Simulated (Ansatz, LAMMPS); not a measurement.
**Amorphous poly(p-phenylene) (as short chains C38H30) at 300 K (204 atoms), the geometry as built**

3 poly(p-phenylene) chains of 6 units with methyl end groups placed at random, at 1.2 g/cm³; overlaps pushed apart, then 20 ps at 800 K with MMFF94 bonds, angles, torsions, charges and radii (Halgren, J. Comput. Chem. 17, 490 (1996)) in harmonic and 12-6 forms. Snapshot after 30 ps at 300 K and fixed volume.

This is the geometry as built. Method: Kohn-Sham DFT, PBE+D4, PAW (set soft_2), plane waves (Ansatz 0.2.0); cutoff 420 eV, Γ point, fixed occupations; density 1.20 g/cm³.

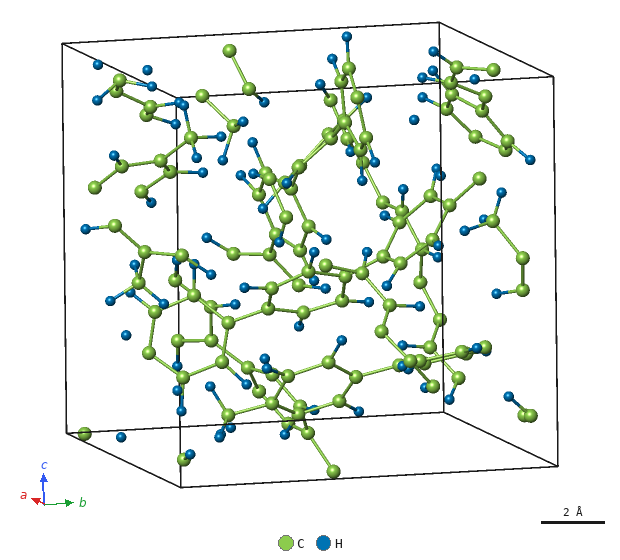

The structure (carbon green, hydrogen blue). Bonds to atoms that aren't drawn are left out. Some periodic images of atoms are drawn too.

Extended XYZ; positions in Å, forces in eV/Å, q the Löwdin charge in e:

```xyz
204
Lattice="12.642 0.000 0.000 0.000 12.642 0.000 0.000 0.000 12.642" Properties=species:S:1:pos:R:3:charge:R:1:forces:R:3 pbc="T T T"
C 9.84 3.44 9.79 -0.46 -1.72 1.44 -1.11
C 9.20 2.22 9.20 0.07 -0.13 1.77 1.84
C 10.01 1.16 8.96 -0.13 -0.96 -0.95 -0.47
C 9.41 0.07 8.41 -0.11 0.97 -2.86 -0.87
C 8.04 12.55 8.22 0.03 0.23 0.13 -0.31
C 7.23 0.97 8.54 -0.12 -0.08 0.58 0.30
C 7.83 2.13 9.03 -0.15 -1.38 0.91 -0.92
C 7.54 11.38 7.49 0.03 0.44 -1.62 -0.51
C 8.23 11.00 6.29 -0.13 0.40 0.45 0.93
C 7.93 9.84 5.64 -0.13 0.16 -0.26 0.05
C 6.94 8.96 6.04 0.03 -0.99 0.84 2.00
C 6.22 9.30 7.23 -0.12 0.39 -0.11 -0.55
C 6.58 10.46 7.98 -0.14 -0.44 -0.57 -1.14
C 6.79 7.64 5.49 0.05 0.75 -1.65 -1.10
C 7.95 6.75 5.53 -0.13 -1.53 2.66 0.59
C 7.81 5.48 5.08 -0.12 2.21 -0.52 0.12
C 6.62 4.99 4.61 0.05 0.39 1.25 0.88
C 5.55 5.85 4.59 -0.13 -0.40 -0.75 -0.81
C 5.59 7.16 4.90 -0.15 2.84 0.87 2.01
C 6.53 3.62 4.24 0.04 0.78 -0.89 3.65
C 6.82 2.57 5.14 -0.14 0.97 -0.56 -0.97
C 6.80 1.26 4.68 -0.13 -1.33 2.26 -0.35
C 6.31 0.88 3.44 0.05 0.40 1.80 0.58
C 6.01 1.93 2.63 -0.12 -0.20 1.86 -1.36
C 6.17 3.29 3.04 -0.13 -2.46 -2.92 -4.24
C 6.45 12.19 3.00 0.05 -1.47 -1.31 0.24
C 5.42 11.24 2.98 -0.12 0.48 0.37 -0.26
C 5.76 9.94 2.69 -0.14 0.04 -0.91 0.08
C 7.08 9.49 2.47 0.04 -0.67 1.13 -0.28
C 8.04 10.47 2.42 -0.13 0.66 0.24 -0.14
C 7.70 11.78 2.69 -0.14 0.99 -1.42 -0.33
C 7.45 8.15 2.11 0.03 0.24 -0.55 0.78
C 8.70 7.62 2.44 -0.12 0.47 1.02 0.16
C 9.06 6.36 2.01 -0.13 1.50 -0.09 -0.06
C 8.20 5.56 1.29 0.06 -1.11 0.62 0.00
C 6.90 6.04 1.09 -0.13 0.30 -0.66 -0.45
C 6.57 7.32 1.49 -0.13 -1.56 -0.82 -1.00
C 8.59 4.20 0.92 -0.46 -1.49 -1.11 -0.34
H 9.04 4.21 9.90 0.18 0.46 -0.16 -0.05
H 10.53 3.83 9.02 0.20 0.44 0.06 0.60
H 10.24 3.34 10.78 0.18 0.68 -0.36 0.22
H 11.04 1.22 9.16 0.20 1.26 -0.03 0.12
H 10.04 11.84 8.07 0.16 -0.40 0.71 0.45
H 6.17 0.98 8.33 0.19 -0.30 -0.17 0.03
H 7.16 3.02 9.05 0.18 0.68 -0.45 0.56
H 9.18 11.49 5.94 0.17 -1.02 0.25 0.40
H 8.57 9.56 4.83 0.18 0.35 -0.28 -0.75
H 5.44 8.57 7.60 0.18 0.86 0.85 -0.12
H 6.06 10.52 8.92 0.21 0.12 0.68 0.35
H 8.83 7.22 6.02 0.18 -0.19 -0.69 -0.49
H 8.70 4.83 5.01 0.17 -0.25 0.07 0.26
H 4.65 5.42 4.29 0.19 -1.86 -0.65 -0.68
H 4.77 7.81 4.93 0.21 -1.54 0.86 -0.29
H 7.33 2.75 6.08 0.19 -0.25 0.30 0.58
H 7.01 0.50 5.32 0.21 1.00 -2.29 2.14
H 5.74 1.78 1.58 0.19 -0.24 -0.23 -0.07
H 5.80 3.99 2.32 0.19 0.16 0.80 -0.42
H 4.42 11.61 3.18 0.21 -0.46 -0.33 0.11
H 5.01 9.18 2.65 0.19 -0.78 -0.40 0.11
H 9.05 10.20 2.13 0.18 0.00 0.19 0.11
H 8.44 12.51 2.67 0.20 1.68 1.48 -0.04
H 9.37 8.27 3.02 0.18 0.10 -0.45 -0.18
H 10.08 5.96 2.13 0.18 -0.28 0.34 0.39
H 6.19 5.37 0.57 0.17 0.10 0.48 0.18
H 5.56 7.67 1.28 0.18 -0.03 0.09 -0.03
H 9.28 4.11 0.12 0.20 1.34 0.28 -0.68
H 7.71 3.68 0.45 0.18 0.42 0.00 0.91
H 8.97 3.73 1.83 0.20 -0.02 -0.63 -0.20
C 3.36 11.57 7.55 -0.48 -1.59 -2.25 -4.20
C 3.00 12.44 6.35 0.06 1.04 -0.01 1.58
C 3.66 1.00 6.16 -0.14 -0.75 2.40 -0.69
C 3.12 2.02 5.32 -0.10 2.13 -1.10 0.13
C 2.16 1.73 4.37 0.02 -0.23 -0.36 1.53
C 1.59 0.44 4.51 -0.13 -0.68 -0.22 -0.79
C 1.97 12.12 5.47 -0.15 -0.42 0.31 -0.93
C 1.74 2.82 3.49 0.05 -1.45 -1.16 0.09
C 0.50 2.81 2.89 -0.10 -1.76 -0.87 -1.25
C 0.21 3.69 1.84 -0.14 -0.13 -0.49 0.22
C 1.15 4.63 1.36 0.04 -3.87 -0.08 -1.54
C 2.28 4.72 2.06 -0.13 1.84 0.81 0.96
C 2.50 3.87 3.11 -0.12 3.67 0.47 0.58
C 0.86 5.38 0.11 0.04 0.40 -1.32 0.56
C 1.95 5.76 11.98 -0.14 -0.50 0.46 0.08
C 1.74 6.24 10.73 -0.12 -0.29 0.20 -0.42
C 0.49 6.37 10.12 0.04 0.81 0.79 0.18
C 12.06 6.07 10.92 -0.10 -3.17 -0.50 -0.08
C 12.24 5.49 12.16 -0.15 1.16 0.52 0.10
C 0.41 7.00 8.81 0.05 0.29 0.43 0.17
C 1.34 7.92 8.35 -0.13 -0.57 0.40 -1.22
C 1.19 8.53 7.10 -0.13 -0.29 -0.37 -1.27
C 0.14 8.15 6.20 0.04 0.18 -2.40 4.87
C 11.86 7.20 6.72 -0.14 0.49 0.96 -2.26
C 12.01 6.71 7.97 -0.11 -1.23 -1.46 0.84
C 12.60 8.73 4.97 0.04 0.60 1.57 -2.97
C 0.90 8.68 3.95 -0.15 -0.56 1.57 -0.84
C 0.85 9.60 2.91 -0.13 -0.27 -1.30 0.26
C 12.48 10.54 2.75 0.04 1.50 -0.22 0.23
C 11.53 10.54 3.74 -0.14 -1.72 0.65 0.99
C 11.59 9.65 4.81 -0.13 -1.47 0.32 0.10
C 0.03 11.55 1.72 0.02 1.50 0.00 0.73
C 11.61 11.99 1.01 -0.12 -1.61 0.45 -1.10
C 11.77 0.35 0.09 -0.14 1.62 0.90 0.20
C 0.41 1.00 12.59 0.07 -2.48 -0.32 -1.06
C 1.49 0.57 0.67 -0.13 0.10 0.11 0.28
C 1.30 12.14 1.49 -0.12 -0.83 -1.66 1.12
C 0.45 2.05 11.55 -0.43 0.89 0.30 -1.69
H 2.44 11.00 7.76 0.18 0.27 -0.04 0.34
H 3.72 11.98 8.40 0.22 1.14 1.79 2.40
H 4.09 10.84 7.17 0.20 0.05 -0.12 0.28
H 4.56 1.34 6.67 0.19 0.04 -0.43 0.67
H 3.62 2.99 5.27 0.18 0.03 -0.14 0.25
H 0.80 0.18 3.82 0.18 -0.04 -0.12 0.03
H 1.51 11.11 5.47 0.18 0.03 0.83 0.09
H 12.42 1.97 3.10 0.17 0.45 0.88 -0.11
H 11.94 3.52 1.29 0.18 -0.27 0.11 -0.03
H 3.06 5.43 1.80 0.18 0.19 0.19 -0.01
H 3.53 3.93 3.47 0.17 -0.19 -0.10 0.31
H 2.93 5.71 12.36 0.19 1.10 -0.16 0.37
H 2.55 6.59 10.18 0.19 1.48 0.33 -0.99
H 10.96 6.25 10.63 0.17 1.73 -0.25 0.00
H 11.43 5.14 0.07 0.19 -1.60 -0.30 0.83
H 2.16 8.22 8.93 0.21 1.17 0.44 0.99
H 1.91 9.28 6.70 0.18 -0.20 -0.39 0.47
H 11.12 6.74 6.04 0.17 0.02 0.43 0.31
H 11.31 5.96 8.28 0.18 -0.31 -0.32 0.25
H 1.68 7.99 3.94 0.21 1.40 -1.32 0.24
H 1.54 9.50 2.13 0.20 1.03 -0.04 -0.83
H 10.74 11.31 3.77 0.17 0.23 -0.35 -0.20
H 10.83 9.59 5.61 0.18 0.04 0.64 -0.32
H 10.68 11.44 1.13 0.18 -0.54 0.16 -0.04
H 10.92 0.68 12.15 0.19 -0.24 0.21 -0.43
H 2.45 1.07 0.68 0.20 0.21 0.10 -0.37
H 2.07 11.65 2.03 0.19 0.90 0.21 0.38
H 12.28 2.74 11.68 0.19 -0.40 0.49 0.01
H 1.39 2.65 11.53 0.17 -0.49 -0.41 0.16
H 0.31 1.63 10.48 0.17 0.25 0.33 1.35
C 8.09 0.55 12.05 -0.46 -0.28 0.26 -0.99
C 6.70 0.01 11.92 0.08 -0.77 0.84 -0.95
C 5.64 0.83 11.52 -0.14 1.16 0.08 1.46
C 4.36 0.31 11.46 -0.14 -0.07 2.09 -1.34
C 4.14 11.60 11.48 0.03 -2.53 -0.70 -0.39
C 5.18 10.77 11.82 -0.14 0.95 0.80 0.85
C 6.40 11.33 12.12 -0.13 0.35 -0.45 -0.08
C 2.75 11.07 11.24 0.04 1.72 0.77 -0.29
C 1.87 11.65 10.34 -0.13 0.89 0.79 0.28
C 0.61 11.19 10.25 -0.10 -2.96 0.88 -2.62
C 0.13 10.05 10.81 0.05 1.23 -1.03 0.63
C 1.09 9.38 11.62 -0.14 -0.64 1.28 -0.27
C 2.32 9.93 11.89 -0.14 -0.51 -0.35 -0.30
C 11.45 9.51 10.54 0.04 1.07 1.35 0.16
C 10.74 9.02 11.61 -0.13 -0.54 -0.49 -0.46
C 9.55 8.41 11.38 -0.13 -0.99 -0.34 0.92
C 9.01 8.36 10.12 0.04 -2.16 -1.42 0.99
C 9.59 9.04 9.13 -0.12 1.43 0.40 -0.81
C 10.83 9.60 9.32 -0.13 -0.25 0.01 -0.86
C 7.83 7.52 9.83 0.04 -0.85 -0.76 1.35
C 6.62 7.60 10.57 -0.13 0.81 -0.38 -0.86
C 5.55 6.76 10.32 -0.14 0.42 0.72 0.27
C 5.67 5.83 9.33 0.04 -3.15 -1.58 -0.96
C 6.82 5.66 8.64 -0.13 1.96 -0.29 -0.96
C 7.91 6.45 8.93 -0.11 1.54 0.77 -1.17
C 4.43 5.14 8.80 0.04 3.10 1.76 0.81
C 3.95 5.58 7.62 -0.13 -2.15 -0.89 -2.26
C 2.81 4.94 7.03 -0.14 0.54 0.56 0.63
C 2.12 3.92 7.70 0.04 -0.05 -0.49 1.46
C 2.69 3.54 8.93 -0.12 0.39 -0.20 0.45
C 3.85 4.13 9.43 -0.13 -1.64 -1.92 1.17
C 0.82 3.32 7.26 0.03 0.52 0.74 -1.65
C 0.44 1.99 7.41 -0.13 0.38 0.42 0.17
C 11.99 1.50 6.74 -0.14 0.83 -0.61 0.62
C 11.20 2.26 5.96 0.07 -1.40 2.10 -2.42
C 11.54 3.60 5.72 -0.13 0.11 1.09 0.47
C 0.06 4.05 6.33 -0.11 0.28 1.26 0.30
C 10.08 1.70 5.14 -0.45 -0.90 -1.51 2.30
H 8.39 0.55 0.43 0.20 0.69 -0.51 0.78
H 8.75 12.63 11.34 0.20 -0.10 0.49 0.79
H 8.08 1.62 11.79 0.18 0.13 -0.20 -0.30
H 5.91 1.88 11.56 0.18 -0.63 0.39 -0.54
H 3.58 1.04 11.23 0.18 -0.16 -0.47 0.09
H 5.00 9.76 12.07 0.19 -0.15 -1.29 -0.06
H 7.21 10.81 12.55 0.20 0.73 -1.37 0.30
H 2.06 12.45 9.66 0.19 0.79 0.76 0.06
H 12.55 11.74 9.54 0.15 0.71 -0.47 0.77
H 0.80 8.49 12.08 0.20 -0.39 -1.64 0.88
H 3.00 9.51 12.59 0.19 0.45 -0.74 0.72
H 11.09 9.08 12.59 0.21 0.96 0.08 1.69
H 9.04 7.96 12.21 0.20 -0.40 -0.38 0.49
H 9.11 8.94 8.20 0.20 -0.40 0.39 -1.65
H 11.27 10.02 8.43 0.19 0.73 0.32 -0.22
H 6.43 8.32 11.30 0.20 0.31 1.39 1.11
H 4.60 6.94 10.79 0.18 -0.39 -0.01 0.40
H 6.94 4.95 7.81 0.19 -0.36 0.00 0.19
H 8.83 6.33 8.30 0.17 -0.67 0.11 0.73
H 4.48 6.32 7.08 0.19 0.20 0.68 -0.48
H 2.46 5.28 6.08 0.19 -0.12 0.22 -0.59
H 2.30 2.83 9.65 0.18 -0.72 -0.39 -0.53
H 4.21 3.81 10.40 0.18 0.14 -0.18 0.23
H 1.08 1.30 7.88 0.19 0.72 -0.73 0.84
H 11.80 0.47 6.71 0.20 -0.13 -1.44 0.34
H 10.93 4.39 5.15 0.16 0.75 -1.56 0.45
H 0.44 5.06 6.12 0.18 -0.39 -0.24 -0.02
H 9.73 2.43 4.47 0.20 -0.83 0.97 -0.84
H 10.36 0.83 4.56 0.18 0.34 -0.49 -0.25
H 9.26 1.34 5.86 0.18 0.79 0.57 -1.09
```

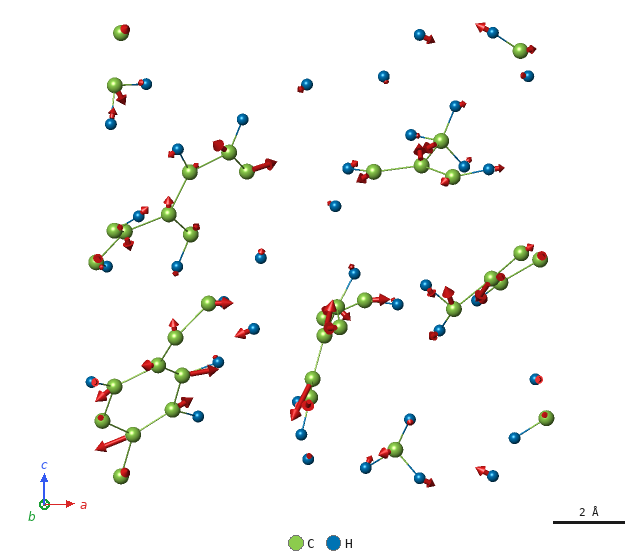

The forces as arrows, the longest 5.70 eV/Å. Drawn is a slice 4 Å thick, seen along the normal of the ac plane. Bonds to atoms that aren't drawn are left out.

The force components of 1.0 eV/Å r.m.s. hold both thermal displacement and the mismatch between the potential that made the cell and DFT, above all in bond lengths inside molecules. The network of contacts between molecules at the start is that of the classical potential that made the cell, and needn't be the one that DFT or experiment would give. The density was typed from a rule of thumb and may lie off the real one at this temperature. Only the Γ point is sampled, in a cell whose shortest periodic width is 13 Å. The Löwdin charges lack the electrons that the projection spills, 0.031 e an atom on average.

The r.m.s. force component is 1.03 eV/Å; the longest force, 5.70 eV/Å, acts on C25.

[Logs are printed without paths, hosts, clocks, repeated set-up lines and the standing remarks that a program may print on its own settings, such as how far it seeks lower states.]

[Hosts, paths, dates, database ids (printed as entryN), source tags and the programs' standing remarks are cut or masked in the printed files.]

[The MMFF94 radii named for the starting cell were scaled by 0.96; in molecules described by MMFF94, hydrogen bound to N, O or S took a small fixed 12-6 site in their place.]
